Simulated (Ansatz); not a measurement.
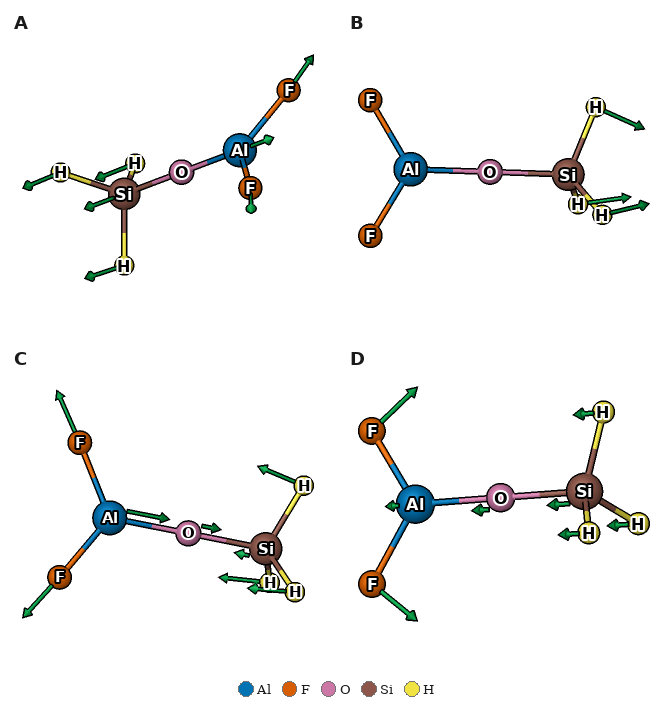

4 normal modes of one molecule or complex, as arrows. Harmonic vibrations computed with RKS PBE0-D4/def2-TZVP (Ansatz 0.2.0) at a stationary point of the same level.

**Match the panels to the wavenumbers 230 cm⁻¹, 511 cm⁻¹, 826 cm⁻¹, 988 cm⁻¹.**

A: 511 cm⁻¹
B: 988 cm⁻¹, angle bending
C: 826 cm⁻¹, in-phase stretching of 2 Al–F bonds
D: 230 cm⁻¹, F–Al–F bending
